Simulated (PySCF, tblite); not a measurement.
# C₁₄H₉Cl: electronic excitations, NMR shifts

Aim: compute the electronic excitations, NMR shifts of C₁₄H₉Cl (`Clc1ccc2c(ccc3ccccc32)c1`).

Computed with tblite 0.8.0 and PySCF 2.14.0 and routines of our own; the level stands in each step. Atoms count from 0.

## 1. The system as given

24 atoms, charge 0, multiplicity 1; geometry from: force field, distance geometry or constructed start.

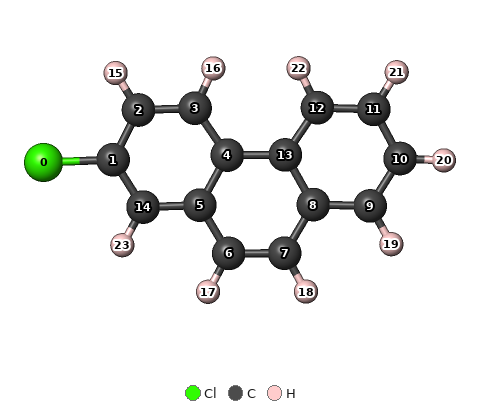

The starting geometry (chlorine green, carbon dark grey, hydrogen pink).

## 2. Optimising the geometry with GFN2-xTB

Job settings and geometry (Å):

```
{"job": {"kind": "relax", "xc": "GFN2-xTB", "basis": "xTB"}, "charge": 0, "multiplicity": 1}
Cl     5.234000     0.276300     0.448400
C      3.525900     0.060100     0.301500
C      3.001000    -1.223900     0.308700
C      1.611800    -1.389300     0.186100
C      0.720300    -0.297800     0.077600
C      1.298300     0.999000     0.075800
C      0.487100     2.130500    -0.037400
C     -0.890900     2.006000    -0.149600
C     -1.499300     0.743300    -0.159400
C     -2.902100     0.653700    -0.277100
C     -3.543200    -0.582000    -0.292600
C     -2.793500    -1.743500    -0.182600
C     -1.403300    -1.663500    -0.058000
C     -0.706600    -0.426400    -0.049600
C      2.690200     1.167500     0.195000
H      3.639900    -2.090100     0.402200
H      1.242000    -2.413000     0.197400
H      0.918400     3.124100    -0.033200
H     -1.494500     2.909200    -0.234000
H     -3.501400     1.555900    -0.361800
H     -4.624600    -0.629800    -0.382200
H     -3.282800    -2.709700    -0.191000
H     -0.858300    -2.599400     0.024900
H      3.124500     2.154600     0.195700
```

Run with:

```
OMP_NUM_THREADS=1 python large_run.py task.json out
```

One launch serves the whole session: the jobs run in the order shown.

The program printed:

```text
step      E/eV     max force
  0   -1064.49393    2.233
  1   -1064.58855    1.191
  2   -1064.61121    0.271
  3   -1064.61579    0.171
  4   -1064.62290    0.154
  5   -1064.62691    0.132
  6   -1064.63043    0.132
  7   -1064.63284    0.089
  8   -1064.63484    0.086
  9   -1064.63628    0.088
 10   -1064.63720    0.062
 11   -1064.63771    0.046
 12   -1064.63806    0.045
 13   -1064.63843    0.052
 14   -1064.63893    0.053
 15   -1064.63947    0.049
 16   -1064.63992    0.050
 17   -1064.64023    0.042
 18   -1064.64046    0.040
 19   -1064.64067    0.034
 20   -1064.64084    0.035
 21   -1064.64095    0.021
 22   -1064.64101    0.013
```

Run time: 0.32 s. Hardware: 1 thread of Arm Neoverse V1, shared host; peak memory 0.18 GiB.

The steps of the relaxation:

```tsv
step	energy from step 0 (eV)	largest force (eV/Å)
0	0.0000	2.2336
1	-0.0946	1.1903
2	-0.1173	0.2708
3	-0.1219	0.1710
4	-0.1290	0.1534
5	-0.1330	0.1326
6	-0.1365	0.1322
7	-0.1389	0.0893
8	-0.1409	0.0862
9	-0.1423	0.0883
10	-0.1433	0.0614
11	-0.1438	0.0465
12	-0.1441	0.0446
13	-0.1445	0.0524
14	-0.1450	0.0527
15	-0.1455	0.0483
16	-0.1460	0.0506
17	-0.1463	0.0424
18	-0.1465	0.0397
19	-0.1467	0.0345
20	-0.1469	0.0348
21	-0.1470	0.0210
22	-0.1471	0.0128
```

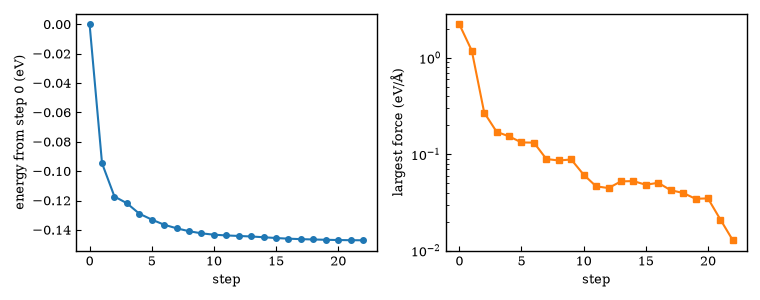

Energy and largest force along the relaxation.

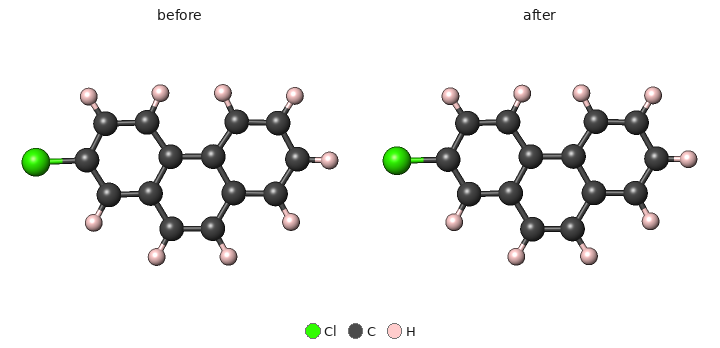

The geometry before (left) and after (right).

Close pairs (by a distance rule), those that changed most:

```tsv
bond	before (Å)	after (Å)	change (Å)
C6–C7	1.388	1.351	-0.037
C2–C3	1.404	1.372	-0.032
C5–C6	1.397	1.424	+0.027
C11–C12	1.398	1.373	-0.025
C7–C8	1.402	1.424	+0.023
C9–C10	1.392	1.371	-0.022
C1–C14	1.391	1.371	-0.020
C12–C13	1.420	1.404	-0.015
```

The next job starts from the end point, and lists it.

## 3. Electronic excitations: TDA PBE0/def2-SVP

Job settings and geometry (Å):

```
{"job": {"kind": "uv", "basis": "def2-SVP", "grid": 1, "kgrid": 0, "vcut": 1.5, "nstates": 6, "ntriplets": 2, "tda": true, "delta": [], "pop": true, "xc": "PBE0"}, "charge": 0, "multiplicity": 1}
Cl     5.204947     0.236385     0.447872
C      3.491230     0.049190     0.303905
C      2.941292    -1.233820     0.303730
C      1.582594    -1.389366     0.190097
C      0.718735    -0.288140     0.074536
C      1.295249     1.004669     0.077295
C      0.462616     2.154471    -0.037846
C     -0.878579     2.031403    -0.149876
C     -1.502128     0.751022    -0.158512
C     -2.896855     0.642034    -0.277060
C     -3.509668    -0.583976    -0.286670
C     -2.737556    -1.740928    -0.176259
C     -1.372044    -1.658684    -0.059122
C     -0.712825    -0.418674    -0.046560
C      2.686231     1.153371     0.192716
H      3.587381    -2.093007     0.391213
H      1.183638    -2.390749     0.192140
H      0.931821     3.127818    -0.032412
H     -1.508298     2.905515    -0.237777
H     -3.481730     1.546958    -0.361933
H     -4.582793    -0.658379    -0.378606
H     -3.218993    -2.707728    -0.183198
H     -0.804892    -2.572033     0.023536
H      3.113586     2.144506     0.193324
```

Method: TDA PBE0/def2-SVP, vertical, gas phase, core orbitals frozen in the response, virtual orbitals cut by energy.

The program printed:

```text
start: PBE on a coarse grid of 21357 points
cycle   1  E = -997.4505019884  dE =  2.323e+00  |g| = 5.986e-01  |ddm| = 7.423e+00
cycle   2  E = -997.3721775822  dE =  7.832e-02  |g| = 8.016e-01  |ddm| = 2.021e+00
cycle   3  E = -997.5477600278  dE = -1.756e-01  |g| = 1.949e-01  |ddm| = 1.366e+00
cycle   4  E = -997.5579769362  dE = -1.022e-02  |g| = 8.123e-02  |ddm| = 3.760e-01
cycle   5  E = -997.5596192410  dE = -1.642e-03  |g| = 2.788e-02  |ddm| = 1.347e-01
cycle   6  E = -997.5597951772  dE = -1.759e-04  |g| = 1.244e-02  |ddm| = 5.309e-02
cycle   7  E = -997.5598357012  dE = -4.052e-05  |g| = 3.780e-03  |ddm| = 2.102e-02
final grid: 93208 points
cycle   8  E = -997.8249030563  dE = -6.530e-03  |g| = 4.253e-02  |ddm| = 1.351e+00
cycle   9  E = -997.8247862405  dE =  1.168e-04  |g| = 4.798e-02  |ddm| = 1.339e-01
cycle  10  E = -997.8254249393  dE = -6.387e-04  |g| = 9.701e-03  |ddm| = 8.595e-02
cycle  11  E = -997.8254486992  dE = -2.376e-05  |g| = 2.659e-03  |ddm| = 1.523e-02
cycle  12  E = -997.8254488484  dE = -1.492e-07  |g| = 9.736e-04  |ddm| = 4.429e-03
cycle  13  E = -997.8254513840  dE = -2.536e-06  |g| = 4.501e-04  |ddm| = 1.794e-03
cycle  14  E = -997.8254510103  dE =  3.738e-07  |g| = 1.148e-04  |ddm| = 7.798e-04
cycle  15  E = -997.8254509479  dE =  6.233e-08  |g| = 3.338e-05  |ddm| = 2.376e-04
converged SCF energy = -997.8254509479

Static polarisability (au): isotropic 164.047, principal 63.393 160.995 267.753

Singlet excitations
state   eV       nm        f      main configurations
  1   4.1055    302.0   0.00031   H-1->L 0.49, H->L+1 0.47
  2   4.4935    275.9   0.01992   H->L 0.61, H-1->L+1 0.32
  3   5.0809    244.0   0.15218   H->L+1 0.44, H-1->L 0.36
  4   5.2407    236.6   0.50519   H-1->L+2 0.34, H-1->L+1 0.29, H->L 0.13
  5   5.4032    229.5   0.37778   H-2->L 0.24, H-2->L+1 0.17, H-1->L+2 0.17
  6   5.4752    226.4   0.37135   H->L+2 0.40, H-2->L 0.19, H-1->L+1 0.13

Triplet excitations (Tamm-Dancoff, eV): 3.0815 3.6257
```

It took 28 s on 1 thread of Arm Neoverse V1, shared host; peak memory 0.54 GiB.

Frontier orbitals and where they lie:

```tsv
orbital	eV	atoms
HOMO−4	-8.80	Cl0 84 %
HOMO−3	-8.12	Cl0 20 %, C10 17 %, C13 15 %
HOMO−2	-7.85	C2 17 %, C12 13 %, C9 11 %
HOMO−1	-6.57	C1 14 %, C10 13 %, Cl0 12 %
HOMO	-6.47	C6 16 %, C7 15 %, C11 11 %
LUMO	-1.35	C7 16 %, C6 15 %, C2 12 %
LUMO+1	-1.17	C1 14 %, C10 14 %, C12 12 %
LUMO+2	-0.12	C8 15 %, C5 15 %, C11 14 %
LUMO+3	0.71	C13 15 %, C4 13 %, C9 12 %
```

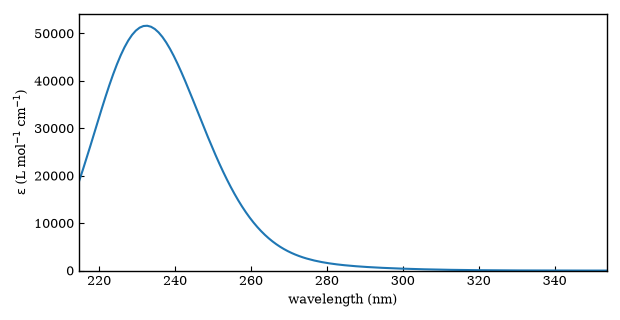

Absorption spectrum: each of the 6 states is a Gaussian band of 0.4 eV half-width at 1/e. Beyond the last state computed it falls off for lack of states.

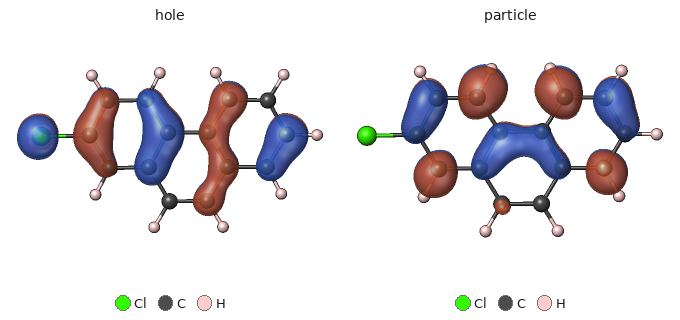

Leading natural transition orbitals of singlet state 4: the electron leaves the hole (left) for the particle orbital (right).

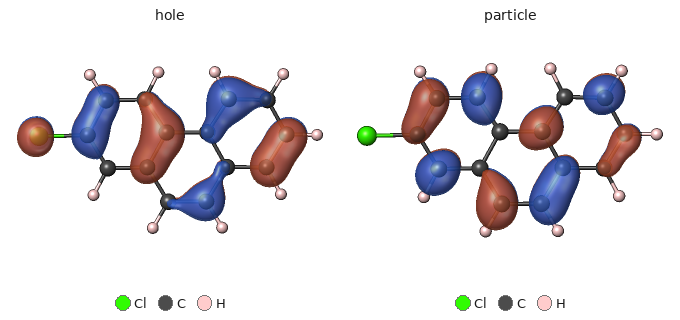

Leading natural transition orbitals of singlet state 1: the electron leaves the hole (left) for the particle orbital (right).

Further results of this job:

```tsv
property	computed
dipole moment (D)	1.85
polarisability (Å³)	24.31
HOMO–LUMO gap (eV)	5.12
−ε(HOMO) (eV)	6.47
```

Orbitals, density, ELF and potential are computed afterwards from the orbital file.

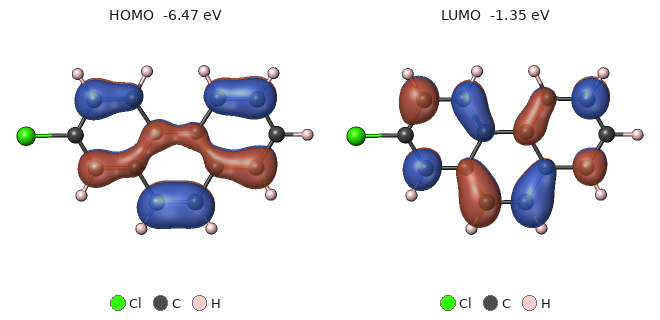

PBE0/def2-SVP orbitals near the gap, drawn at the value that encloses 70 % of each; the two colours are the two signs.

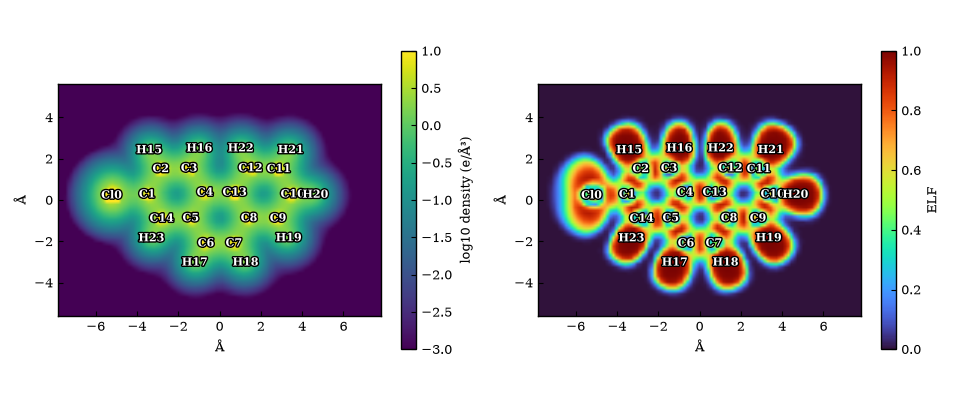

Density (left) and ELF (right) in a plane through or near 24 of the atoms.

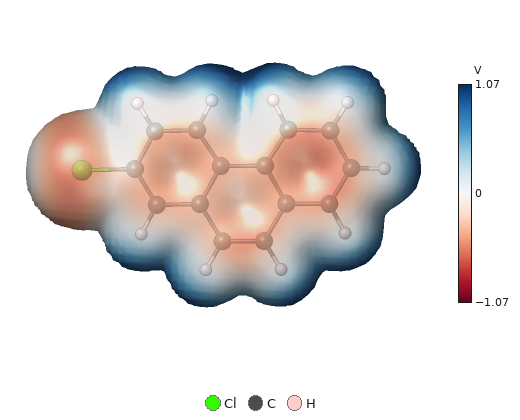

The potential that a unit positive charge feels on the 0.002 e/bohr³ surface, from -0.55 V near Cl0 to 1.07 V near H16.

## 4. NMR shifts: GIAO KT3/pcSseg-1

Settings changed since step 3:

```diff
@@ -1,2 +1,2 @@
-{"job": {"kind": "uv", "basis": "def2-SVP", "grid": 1, "kgrid": 0, "vcut": 1.5, "nstates": 6, "ntriplets": 2, "tda": true, "delta": [], "pop": true, "xc": "PBE0"}, "charge": 0, "multiplicity": 1}
+{"job": {"kind": "nmr", "xc": "KT3", "basis": "pcSseg-1", "pop": false}, "charge": 0, "multiplicity": 1}
 Cl     5.204947     0.236385     0.447872
```

Level: GIAO KT3/pcSseg-1 NMR shielding, non-relativistic, gas phase.

The program printed:

```text
start: PBE on a coarse grid of 21357 points
cycle   1  E = -997.9439573991  dE =  2.462e+00  |g| = 6.439e-01  |ddm| = 5.965e+00
cycle   2  E = -997.8505013844  dE =  9.346e-02  |g| = 8.679e-01  |ddm| = 2.142e+00
cycle   3  E = -998.0503952558  dE = -1.999e-01  |g| = 1.999e-01  |ddm| = 1.440e+00
cycle   4  E = -998.0610494317  dE = -1.065e-02  |g| = 8.079e-02  |ddm| = 3.518e-01
cycle   5  E = -998.0626227689  dE = -1.573e-03  |g| = 2.897e-02  |ddm| = 1.205e-01
cycle   6  E = -998.0628071748  dE = -1.844e-04  |g| = 1.119e-02  |ddm| = 4.568e-02
cycle   7  E = -998.0628387389  dE = -3.156e-05  |g| = 4.381e-03  |ddm| = 1.747e-02
final grid: 196547 points
cycle   8  E = -1011.1119060170  dE = -3.727e-02  |g| = 1.309e-01  |ddm| = 1.383e+00
cycle   9  E = -1011.1110756187  dE =  8.304e-04  |g| = 1.054e-01  |ddm| = 2.396e-01
cycle  10  E = -1011.1125626729  dE = -1.487e-03  |g| = 4.953e-02  |ddm| = 2.013e-01
cycle  11  E = -1011.1132416137  dE = -6.789e-04  |g| = 1.713e-02  |ddm| = 8.416e-02
cycle  12  E = -1011.1133270006  dE = -8.539e-05  |g| = 3.710e-03  |ddm| = 2.419e-02
cycle  13  E = -1011.1133301237  dE = -3.123e-06  |g| = 1.065e-03  |ddm| = 6.965e-03
cycle  14  E = -1011.1133303537  dE = -2.300e-07  |g| = 4.426e-04  |ddm| = 1.955e-03
cycle  15  E = -1011.1133303200  dE =  3.364e-08  |g| = 1.658e-04  |ddm| = 6.518e-04
cycle  16  E = -1011.1133293143  dE =  1.006e-06  |g| = 4.912e-05  |ddm| = 3.256e-04
converged SCF energy = -1011.1133293143

GIAO shielding tensors (ppm)
atom      isotropic    diamagn.    paramagn.     s11        s22        s33       span
  0 Cl     701.594    1145.759    -444.165    535.517    575.975    993.288    457.771
  1 C       51.254     256.510    -205.257    -31.300     65.248    119.812    151.112
  2 C       63.468     246.345    -182.876    -22.912     61.333    151.983    174.895
  3 C       67.693     251.481    -183.788    -24.443     56.606    170.916    195.359
  4 C       64.456     246.568    -182.112     -6.072     16.886    182.554    188.626
  5 C       59.367     253.674    -194.307     -7.683      5.210    180.573    188.257
  6 C       64.043     249.319    -185.276    -24.626     63.612    153.144    177.770
  7 C       61.707     249.680    -187.972    -28.058     60.388    152.791    180.850
  8 C       60.771     253.355    -192.584     -9.803      5.129    186.987    196.789
  9 C       61.904     244.868    -182.964    -28.717     56.973    157.455    186.172
 10 C       64.279     252.679    -188.400    -34.115     54.380    172.571    206.685
 11 C       64.083     250.573    -186.490    -34.480     54.978    171.752    206.232
 12 C       69.064     249.872    -180.808    -25.809     57.399    175.601    201.410
 13 C       62.709     246.664    -183.955    -10.382     16.493    182.016    192.398
 14 C       62.366     242.283    -179.917    -17.095     64.187    140.006    157.100
 15 H       24.148      30.219      -6.071     18.670     24.844     28.930     10.260
 16 H       23.097      35.904     -12.808     15.856     24.274     29.160     13.305
 17 H       24.163      33.059      -8.897     18.863     25.107     28.518      9.655
 18 H       24.044      33.060      -9.016     18.959     25.076     28.099      9.140
 19 H       23.936      32.084      -8.147     18.988     24.669     28.152      9.164
 20 H       24.118      28.590      -4.472     19.903     25.556     26.896      6.993
 21 H       24.035      29.739      -5.704     19.470     25.347     27.288      7.818
 22 H       23.091      35.940     -12.849     16.003     23.935     29.335     13.332
 23 H       24.016      32.323      -8.307     18.133     23.931     29.983     11.850
```

It took 24 s on 1 thread of Arm Neoverse V1, shared host; peak memory 0.57 GiB.

The references, computed at this level on geometries of the same kind, shield at (ppm): 1H TMS 31.76, 13C TMS 184.7. Their shielding less the atom's gives the shift. The references are single molecules in the gas phase.

```tsv
atoms	environment	σ (ppm)	δ (ppm)
C1	aromatic carbon bearing chlorine	51.3	133.5
C5	ring-fusion aromatic carbon	59.4	125.4
C8	ring-fusion aromatic carbon	60.8	124.0
C7	aromatic CH	61.7	123.0
C9	aromatic CH	61.9	122.8
C14	aromatic CH	62.4	122.4
C13	ring-fusion aromatic carbon	62.7	122.0
C2	aromatic CH	63.5	121.3
C6	aromatic CH	64.0	120.7
C11	aromatic CH	64.1	120.6
C10	aromatic CH	64.3	120.4
C4	ring-fusion aromatic carbon	64.5	120.3
C3	aromatic CH	67.7	117.0
C12	aromatic CH	69.1	115.7
H22	hydrogen on an aromatic CH	23.09	8.67
H16	hydrogen on an aromatic CH	23.10	8.66
H19	hydrogen on an aromatic CH	23.94	7.82
H23	hydrogen on an aromatic CH	24.02	7.74
H21	hydrogen on an aromatic CH	24.04	7.72
H18	hydrogen on an aromatic CH	24.04	7.72
H20	hydrogen on an aromatic CH	24.12	7.64
H15	hydrogen on an aromatic CH	24.15	7.61
H17	hydrogen on an aromatic CH	24.16	7.60
Cl0	chlorine bonded to C	702	–
```

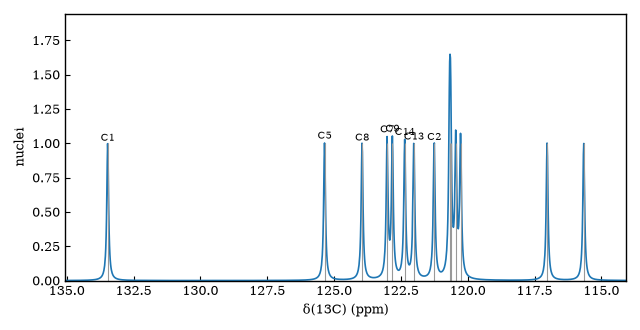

13C lines at the computed shifts, without couplings. Lines are broadened to a width of 0.08 ppm (Lorentzian).

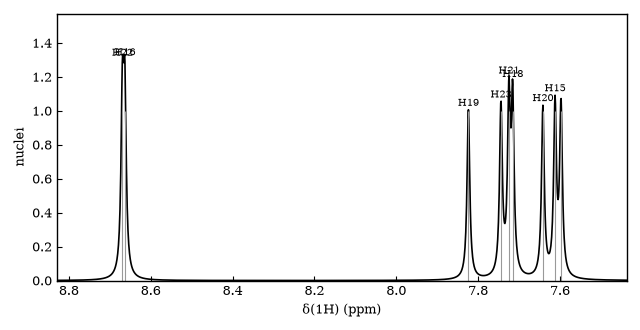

1H lines at the computed shifts, without couplings. Lines are broadened to a width of 0.01 ppm (Lorentzian).

Ring of atoms C1, C2, C3, C4, C5, C14: NICS(0) -9.5, NICS(1) -11.1, NICS(1)zz -26.7 ppm (means of both faces).

Ring of atoms C4, C5, C6, C7, C8, C13: NICS(0) -6.0, NICS(1) -9.1, NICS(1)zz -20.2 ppm (means of both faces).

Ring of atoms C8, C9, C10, C11, C12, C13: NICS(0) -9.0, NICS(1) -11.5, NICS(1)zz -28.5 ppm (means of both faces).

## 5. What came out

```
                                quantity                                                                                                 value
          lowest singlet (PBE0/def2-SVP)                                                                           4.11 eV (302 nm), f = 0.000
brightest single state of those computed                                                                           state 4, 5.24 eV, f = 0.505
                          lowest triplet                                                                                               3.08 eV
   surface potential, least and greatest                                                                                    -0.55 V and 1.07 V
   13C shifts against TMS (KT3/pcSseg-1)  133.5, 125.4, 124.0, 123.0, 122.8, 122.4, 122.0, 121.3, 120.7, 120.6, 120.4, 120.3, 117.0, 115.7 ppm
    1H shifts against TMS (KT3/pcSseg-1)                                              8.67, 8.66, 7.82, 7.74, 7.72, 7.72, 7.64, 7.61, 7.60 ppm
         shieldings of Cl (KT3/pcSseg-1)                                                                                         Cl0 701.6 ppm
```

What this shows: The first singlet state (HOMO−1→LUMO 0.49, HOMO→LUMO+1 0.47) lies at 4.11 eV and is dark; of the 6 states computed, the strongest absorption comes from state 4 at 5.24 eV (the last state computed is bright too, and its partners may lie past the list). The lowest triplet lies 1.02 eV below the lowest singlet. By nearest atom (PBE0/def2-SVP), the HOMO sits on C6, C7 about 14 % each; C2, C9, C11 about 9 % each and the LUMO on C6, C7 about 13 % each; C2, C11, C14 about 8 % each. At KT3/pcSseg-1: The largest span, 458 ppm, is at Cl0, where the paramagnetic term is -444 ppm. NICS(1)zz of -27 ppm above the planar ring from C1 marks a diatropic (aromatic) ring current. NICS(1)zz of -20 ppm above the planar ring from C4 marks a diatropic (aromatic) ring current. NICS(1)zz of -29 ppm above the planar ring from C8 marks a diatropic (aromatic) ring current.
